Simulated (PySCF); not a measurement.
# C3H9NSi: what the fields show

```xyz
14

C    -2.2827    0.0643    0.3754
N    -1.1013   -0.5636   -0.1715
Si    0.2809    0.3383   -0.6454
C     1.6482    0.5016    0.6320
C     1.9092   -0.5673   -0.4465
H    -2.9301    0.4973   -0.3964
H    -2.8640   -0.6663    0.9409
H    -1.9758    0.8618    1.0484
H    -1.3417   -1.3713   -0.7283
H     0.1612    1.3750   -1.6634
H     2.3157    1.3513    0.6163
H     1.5150    0.1231    1.6356
H     1.9404   -1.5888   -0.0972
H     2.7246   -0.3559   -1.1221
```

Geometry: GFN2-xTB.

Level of theory: wB97X-D/def2-SVPD, SCF density, gas phase in PySCF.

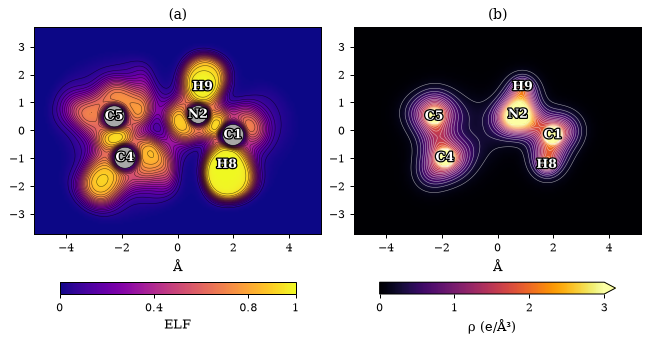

Figure 1. (a) electron localisation function; (b) total electron density on the plane of atoms N2, C1 and H8. Grey discs cover the atomic cores in the ELF map.

Describe what can be read from this map.

Answer. The section cuts through C, N and H sites. C–N (1.45 Å): the density is about 1.9 e/Å³ at the midpoint; the ELF peaks at about 0.95 between the atoms, as expected for a covalent bond. C–C (1.54 Å): ρ at the midpoint is about 1.5 e/Å³; the ELF peaks at about 0.90 between the atoms; a covalent bond. N–H (1.01 Å): ρ at the midpoint is about 2.8 e/Å³; the ELF climbs to about 1 towards the hydrogen, as it does in any bond to H; an ordinary covalent bond to hydrogen. C–H (1.09 Å): ρ at the midpoint is about 2 e/Å³; the ELF climbs to about 1 towards the hydrogen (an ordinary covalent bond to hydrogen).

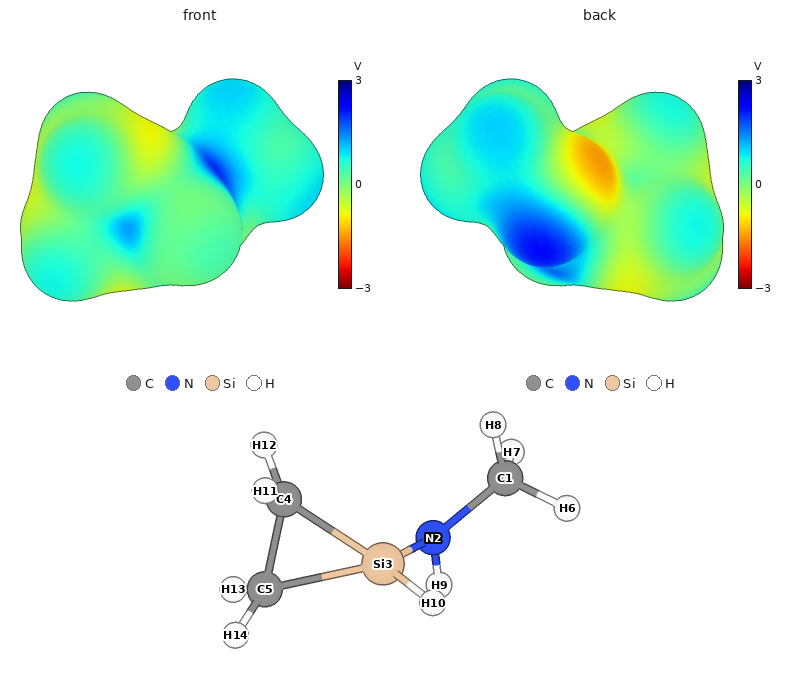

Figure 2. The electrostatic potential painted on the density surface at 0.004 e/bohr³, seen from the front and from behind; red is negative and blue positive. The bare structure is drawn below in the same view.

Which sites attract a positive test charge, and which a negative one?

Answer. A positive charge is drawn to the negative regions and a negative charge to the positive ones. The most negative region (about −1.4 V) lies over N2, the most positive (about +2.2 V) over H9. N2 is the likeliest acceptor of a hydrogen bond.
